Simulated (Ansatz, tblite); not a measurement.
# C22H66Si10: which spin state is lowest

Aim: set other spin states of C22H66Si10 against its singlet, on many levels of theory.

Program: Ansatz 0.2.0, Gaussian basis. Level of theory: as each input shows. These are calculated values, not measurements.

Levels to be run: triplet, at the geometry of the singlet (GFN1-xTB, GFN2-xTB, PBE0-D4/def2-SVP, PBE-D4/def2-SVP); the singlet's energies come from earlier runs.

1 further run of the same task is left out (set aside as unsound or not needed). Runs told in other sessions of the task aren't counted.

## (1) The structure

The geometry is that of the singlet, from an earlier relaxation (r2SCAN-D4/def2-SVP).

SMILES `C[Si](C)(C)[Si](C)(C)[Si](C)(C)[Si](C)(C)[Si](C)(C)[Si](C)(C)[Si](C)(C)[Si](C)(C)[Si](C)(C)[Si](C)(C)C`, 98 atoms, charge 0, spin multiplicity 1.

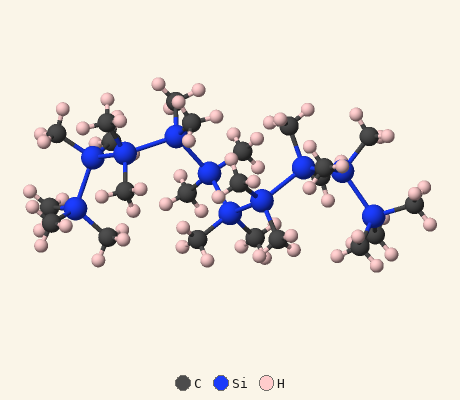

The geometry (carbon dark grey, silicon blue, hydrogen pink).

## (2) Triplet at the fixed geometry, GFN1-xTB

Tight binding, by tblite at 300 K electronic temperature and without a spin-polarisation term:

```python
tblite.interface.Calculator('GFN1-xTB', numbers, positions, charge=0, uhf=2).singlepoint()
```

Energy -2732.9354 eV; 1.1 s.

## (3) Triplet at the fixed geometry, GFN2-xTB

Tight binding, by tblite at 300 K electronic temperature and without a spin-polarisation term:

```python
tblite.interface.Calculator('GFN2-xTB', numbers, positions, charge=0, uhf=2).singlepoint()
```

Energy -2659.1295 eV; 1.3 s.

## (4) Triplet at the fixed geometry, PBE0-D4/def2-SVP

in.yaml reads:

```yaml
crystal:
  periodic: [false, false, false]
  atoms:
    - {symbol: C, position_ang: [-8.972823, 0.157159, -0.676022]}
    - {symbol: Si, position_ang: [-7.220982, 0.834285, -0.422569]}
    - {symbol: C, position_ang: [-6.645911, 1.629563, -2.039919]}
    - {symbol: C, position_ang: [-7.309109, 2.170485, 0.914833]}
    - {symbol: Si, position_ang: [-5.855791, -0.981319, 0.244373]}
    - {symbol: C, position_ang: [-5.839638, -1.070201, 2.146118]}
    - {symbol: C, position_ang: [-6.672276, -2.576007, -0.406859]}
    - {symbol: Si, position_ang: [-3.640013, -0.965365, -0.570664]}
    - {symbol: C, position_ang: [-2.921742, -2.699283, -0.244175]}
    - {symbol: C, position_ang: [-3.641393, -0.652528, -2.444936]}
    - {symbol: Si, position_ang: [-2.351281, 0.619271, 0.599989]}
    - {symbol: C, position_ang: [-1.981580, -0.067469, 2.332305]}
    - {symbol: C, position_ang: [-3.378121, 2.207636, 0.828028]}
    - {symbol: Si, position_ang: [-0.395830, 1.296898, -0.536386]}
    - {symbol: C, position_ang: [0.519390, 2.539117, 0.577838]}
    - {symbol: C, position_ang: [-0.981599, 2.249969, -2.080841]}
    - {symbol: Si, position_ang: [1.112725, -0.333840, -1.336030]}
    - {symbol: C, position_ang: [0.232496, -1.402297, -2.643736]}
    - {symbol: C, position_ang: [2.488663, 0.615863, -2.248079]}
    - {symbol: Si, position_ang: [2.138342, -1.790246, 0.212091]}
    - {symbol: C, position_ang: [0.899794, -2.450048, 1.496441]}
    - {symbol: C, position_ang: [2.768295, -3.282659, -0.789314]}
    - {symbol: Si, position_ang: [3.916837, -0.862561, 1.459182]}
    - {symbol: C, position_ang: [4.266081, -2.122411, 2.847598]}
    - {symbol: C, position_ang: [3.361685, 0.746127, 2.306039]}
    - {symbol: Si, position_ang: [5.946170, -0.540981, 0.275129]}
    - {symbol: C, position_ang: [5.918516, -1.298186, -1.468238]}
    - {symbol: C, position_ang: [7.314321, -1.437571, 1.253806]}
    - {symbol: Si, position_ang: [6.608540, 1.719845, 0.137266]}
    - {symbol: C, position_ang: [6.890451, 2.422077, 1.871886]}
    - {symbol: C, position_ang: [5.367218, 2.820758, -0.772142]}
    - {symbol: C, position_ang: [8.254069, 1.777747, -0.801382]}
    - {symbol: H, position_ang: [-9.668147, 0.966129, -0.959624]}
    - {symbol: H, position_ang: [-9.360681, -0.308530, 0.245418]}
    - {symbol: H, position_ang: [-9.001536, -0.605646, -1.471340]}
    - {symbol: H, position_ang: [-6.581662, 0.892697, -2.857148]}
    - {symbol: H, position_ang: [-5.651731, 2.093001, -1.928745]}
    - {symbol: H, position_ang: [-7.349846, 2.419457, -2.354191]}
    - {symbol: H, position_ang: [-7.612088, 1.749574, 1.887822]}
    - {symbol: H, position_ang: [-8.054450, 2.935489, 0.635935]}
    - {symbol: H, position_ang: [-6.344235, 2.682822, 1.054302]}
    - {symbol: H, position_ang: [-6.860676, -1.207016, 2.541437]}
    - {symbol: H, position_ang: [-5.431792, -0.147585, 2.590418]}
    - {symbol: H, position_ang: [-5.226800, -1.915270, 2.502855]}
    - {symbol: H, position_ang: [-6.114635, -3.468055, -0.075545]}
    - {symbol: H, position_ang: [-6.706303, -2.591686, -1.508869]}
    - {symbol: H, position_ang: [-7.708071, -2.670235, -0.039442]}
    - {symbol: H, position_ang: [-3.480361, -3.469984, -0.801642]}
    - {symbol: H, position_ang: [-1.865140, -2.762215, -0.554150]}
    - {symbol: H, position_ang: [-2.969608, -2.956869, 0.826789]}
    - {symbol: H, position_ang: [-4.314055, -1.358223, -2.961433]}
    - {symbol: H, position_ang: [-2.630786, -0.784970, -2.864437]}
    - {symbol: H, position_ang: [-3.978020, 0.368107, -2.685508]}
    - {symbol: H, position_ang: [-1.327626, 0.613652, 2.902948]}
    - {symbol: H, position_ang: [-1.487802, -1.049646, 2.282515]}
    - {symbol: H, position_ang: [-2.917410, -0.191102, 2.902565]}
    - {symbol: H, position_ang: [-4.263119, 1.994683, 1.450679]}
    - {symbol: H, position_ang: [-2.796763, 2.997931, 1.331979]}
    - {symbol: H, position_ang: [-3.734454, 2.610396, -0.134148]}
    - {symbol: H, position_ang: [0.825620, 2.085265, 1.532969]}
    - {symbol: H, position_ang: [1.426999, 2.923588, 0.081072]}
    - {symbol: H, position_ang: [-0.127794, 3.403058, 0.805319]}
    - {symbol: H, position_ang: [-1.528057, 1.597553, -2.780869]}
    - {symbol: H, position_ang: [-1.655919, 3.075415, -1.795588]}
    - {symbol: H, position_ang: [-0.128179, 2.690393, -2.623530]}
    - {symbol: H, position_ang: [-0.582214, -2.005901, -2.213187]}
    - {symbol: H, position_ang: [0.947860, -2.093794, -3.120032]}
    - {symbol: H, position_ang: [-0.200431, -0.769904, -3.437797]}
    - {symbol: H, position_ang: [3.132290, -0.083927, -2.808555]}
    - {symbol: H, position_ang: [2.069388, 1.333747, -2.973383]}
    - {symbol: H, position_ang: [3.130171, 1.174795, -1.547726]}
    - {symbol: H, position_ang: [-0.027568, -2.813883, 1.022787]}
    - {symbol: H, position_ang: [1.342479, -3.289263, 2.059065]}
    - {symbol: H, position_ang: [0.623129, -1.668463, 2.221730]}
    - {symbol: H, position_ang: [3.391109, -2.968180, -1.641713]}
    - {symbol: H, position_ang: [3.372982, -3.959691, -0.161938]}
    - {symbol: H, position_ang: [1.919668, -3.864102, -1.187912]}
    - {symbol: H, position_ang: [5.096309, -1.784110, 3.490215]}
    - {symbol: H, position_ang: [4.538218, -3.111872, 2.444645]}
    - {symbol: H, position_ang: [3.376555, -2.252019, 3.487003]}
    - {symbol: H, position_ang: [2.408968, 0.597692, 2.842437]}
    - {symbol: H, position_ang: [4.111610, 1.073413, 3.045428]}
    - {symbol: H, position_ang: [3.217108, 1.565450, 1.584411]}
    - {symbol: H, position_ang: [5.136236, -0.846414, -2.098303]}
    - {symbol: H, position_ang: [6.889105, -1.140522, -1.968460]}
    - {symbol: H, position_ang: [5.735753, -2.384510, -1.425957]}
    - {symbol: H, position_ang: [8.288246, -1.340580, 0.744400]}
    - {symbol: H, position_ang: [7.423993, -1.027078, 2.270752]}
    - {symbol: H, position_ang: [7.092456, -2.513619, 1.350847]}
    - {symbol: H, position_ang: [7.595104, 1.801076, 2.449421]}
    - {symbol: H, position_ang: [7.314871, 3.439315, 1.812558]}
    - {symbol: H, position_ang: [5.950763, 2.485391, 2.443515]}
    - {symbol: H, position_ang: [4.395871, 2.858226, -0.252043]}
    - {symbol: H, position_ang: [5.748779, 3.854481, -0.838143]}
    - {symbol: H, position_ang: [5.185179, 2.465844, -1.799588]}
    - {symbol: H, position_ang: [9.025487, 1.169386, -0.300717]}
    - {symbol: H, position_ang: [8.633306, 2.812674, -0.862454]}
    - {symbol: H, position_ang: [8.146814, 1.400328, -1.831798]}
basis:
  gaussian: {orbitals: def2-SVP, fitting: {mean_field: def2-universal-jkfit}}
magnetization: {spin_polarized: true, initial_magnetization: 2}
hamiltonian: {xc: pbe0, dispersion: d4}
scf: {omitted_lower_state_checks: [starts]}
output: {orbitals: {seedname: orbitals}}
```

Started as:

```sh
ansatz run in.yaml --threads 4 --pin off --events-out ev --progress --plain --max-ram 41984MiB --backend cuda --devices 0, --max-vram 37GiB
```

Standard output:

```text
Functional definition: PBE0
  name "PBE0"
  cite "Adamo & Barone, J. Chem. Phys. 110, 6158 (1999) doi:10.1063/1.478522"
  cite "Perdew, Burke & Ernzerhof, Phys. Rev. Lett. 77, 3865 (1996) doi:10.1103/PhysRevLett.77.3865"
  parent pbe
  parameter a = 0.25
  parameter kappa = 0.804
  parameter beta = 0.06672455060314922
  exchange = (1 - a)*pbe_x(kappa = kappa, mu = beta*pi^2/3) + a*exact_x
  correlation = pbe_c(beta = beta)
these checks for a lower state are left out or cut short: starts
4118 factors; integrals over basis functions are off by at most 2.4e-1 eV
mean field evaluation 1: about -102493.2184 eV, gradient 1.2e2 eV
mean field evaluation 2: about -102457.6529 eV, gradient 1.4e2 eV
mean field evaluation 4: about -102561.4652 eV, gradient 2.4e1 eV
mean field evaluation 8: about -102567.6089 eV, gradient 1.2e0 eV
mean field evaluation 16: about -102567.6316 eV, gradient 5.6e-2 eV
mean field evaluation 32: about -102567.6322 eV, gradient 1.6e-4 eV
mean field -102567.63218407 eV, -3769.2909599264 hartree, gradient 1.3e-5 eV, S^2 2.004837; 0 other end points of the search recorded, 0 dependent functions left out
reference -102567.63226507 eV, -3769.2909629032 hartree; 170, 168 occupied and 648, 650 virtual orbitals, 4118 factors
Total energy: -102571.12646972 eV, -3769.4193725555 hartree
Checks for a lower state left out: starts
```

Wall time 23 s (1 × H100 (card shared with other runs) with 4 threads of AMD EPYC 7R13, shared host); peak host memory 1.7 GiB.

From the report: HOMO -1.44 eV, LUMO -4.69 eV (over both spins; with the spin held, an empty level of the minority spin lies below the top filled one); ⟨S²⟩ 2.005 (pure: 2.00).

## (5) Triplet at the fixed geometry, PBE-D4/def2-SVP

start.molden holds the orbitals of an earlier run on this state, given as this run's starting guess.

Edit in.yaml of step 4 so:

```diff
@@ -102,5 +102,5 @@
 basis:
-  gaussian: {orbitals: def2-SVP, fitting: {mean_field: def2-universal-jkfit}}
+  gaussian: {orbitals: def2-SVP, fitting: {mean_field: def2-universal-jkfit}, initial_orbitals: start.molden}
 magnetization: {spin_polarized: true, initial_magnetization: 2}
-hamiltonian: {xc: pbe0, dispersion: d4}
+hamiltonian: {xc: pbe, dispersion: d4}
 scf: {omitted_lower_state_checks: [starts]}
```

Same command.

Standard output:

```text
Functional definition: PBE
  name "PBE"
  cite "Perdew, Burke & Ernzerhof, Phys. Rev. Lett. 77, 3865 (1996) doi:10.1103/PhysRevLett.77.3865"
  parent pbe
  parameter kappa = 0.804
  parameter beta = 0.06672455060314922
  exchange = pbe_x(kappa = kappa, mu = beta*pi^2/3)
  correlation = pbe_c(beta = beta)
these checks for a lower state are left out or cut short: starts
4118 factors; integrals over basis functions are off by at most 2.4e-1 eV
mean field evaluation 1: about -102553.4338 eV, gradient 1.1e1 eV
mean field evaluation 2: about -102553.9269 eV, gradient 5.2e-1 eV
mean field evaluation 4: about -102553.8860 eV, gradient 1.8e-1 eV
mean field evaluation 8: about -102553.8919 eV, gradient 2.8e-2 eV
mean field evaluation 16: about -102553.8919 eV, gradient 1.2e-5 eV
mean field -102553.89185369 eV, -3768.7860120985 hartree, gradient 3.0e-6 eV, S^2 2.002458; 0 other end points of the search recorded, 0 dependent functions left out
reference -102553.89195679 eV, -3768.7860158875 hartree; 170, 168 occupied and 648, 650 virtual orbitals, 4118 factors
Total energy: -102557.77245283 eV, -3768.9286214865 hartree
Checks for a lower state left out: starts
```

It took 15 s on 1 × H100 (card shared with other runs) with 4 threads of AMD EPYC 7R13, shared host; peak host memory 1.6 GiB.

HOMO -0.91 eV, LUMO -5.14 eV (over both spins; with the spin held, an empty level of the minority spin lies below the top filled one); ⟨S²⟩ 2.002 (pure: 2.00).

## (6) Triplet less singlet, vertical

The singlet's energies are those of its earlier runs, whose logs aren't repeated here.

```csv
level,"triplet less singlet, vertical (kcal/mol)",time
GFN1-xTB,+67.9,1.7 s
GFN2-xTB,+75.4,1.9 s
PBE-D4/def2-SVP,+101.6,19 s
PBE0-D4/def2-SVP,+112.1,37 s
```

Times add the two runs; a level without a time comes out of a correlated run. Tight binding without a spin term can't rank spin states.

## (7) What came out

| quantity | value |
| --- | --- |
| triplet less singlet, vertical, functionals in def2-SVP | +101.6 (PBE-D4) to +112.1 kcal/mol (PBE0-D4) |

All functionals put the triplet above the singlet, over a spread of 10.6 kcal/mol. The checks for a lower triplet were left out, so another state of that spin may lie lower. These are electronic energies, without zero-point motion, entropy or surroundings.
